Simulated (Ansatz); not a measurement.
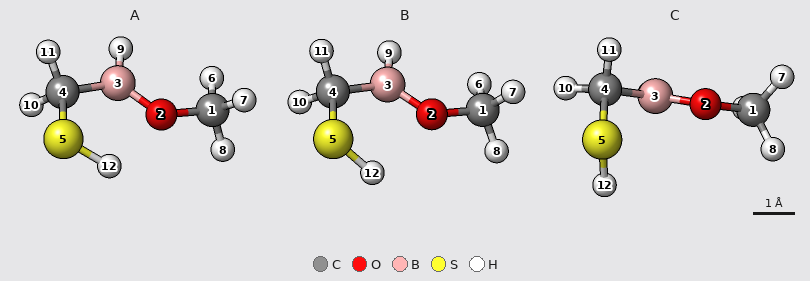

3 geometries from a converged minimum-energy path of C$_{2}$H$_{7}$BOS, shuffled. A ball-and-stick model, seen at a tilt.

Computed with RKS B3LYP-D4/def2-SVP in Ansatz. Settings: 7 movable images; climbing image; force threshold 0.03 eV/Å; iteration limit 60; starting path through a guess of the saddle point.

Which frame is the transition state?

Answer. C. In order along the path, whose images run from 0 to 8: C (image 3, +0.114 eV), B (image 7, +0.036 eV), A (image 8, +0.029 eV). No bond forms or breaks between the ends. Among the angles between lasting bonds that change up to the highest image: B3–C4–S5 103.5° → 114.7°, B3–C4–H11 112.7° → 108.1°.
